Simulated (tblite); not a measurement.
# C8H13B: the cost of one run

Programs: PySCF 2.14.0 with density-fitted response routines of our own, and tblite 0.8.0. All values are computed, except where a source is named. Atoms count from 0 throughout.

### 1 The molecule as given

22 atoms, charge 0, multiplicity 1; geometry from: force field or distance geometry start.

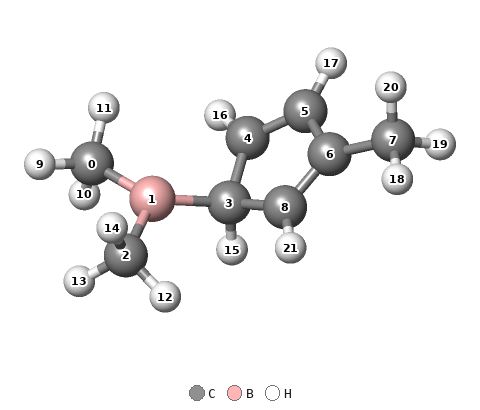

The starting geometry (carbon grey, boron pink, hydrogen white), atoms numbered.

### 2 GFN2-xTB relaxation, start minimum

What the job is given:

```
{"job": {"xc": "GFN2-xTB", "basis": "xTB", "kind": "relax"}, "charge": 0, "multiplicity": 1}
C     -2.628900     0.780000     0.266400
B     -1.484700    -0.264300    -0.044700
C     -1.962900    -1.795500    -0.094800
C     -0.210800     0.230200    -0.846000
C      0.214900     1.567800    -0.422500
C      1.467800     1.496100    -0.008600
C      1.968600     0.136200    -0.099600
C      3.344300    -0.333600     0.295100
C      0.990100    -0.603400    -0.578200
H     -3.485500     0.332000     0.815000
H     -3.056400     1.167200    -0.708700
H     -2.260100     1.626500     0.875100
H     -1.362600    -2.356600    -0.812400
H     -2.994000    -1.753600    -0.520000
H     -1.941000    -2.203300     0.912700
H     -0.447800     0.186900    -1.917500
H     -0.372000     2.480300    -0.457300
H      2.041500     2.342700     0.356400
H      3.437900    -1.429100     0.184700
H      4.062800     0.162000    -0.387300
H      3.574400    -0.072500     1.338300
H      1.094100    -1.676600    -0.747200
```

Run with:

```console
> OMP_NUM_THREADS=1 python ens_run.py task.json out
```

This one command runs the whole study; its stages follow in the order run.

**Question.** How long does this first job take on 1 thread of Arm Neoverse V1, shared host?

About 2.5 s.
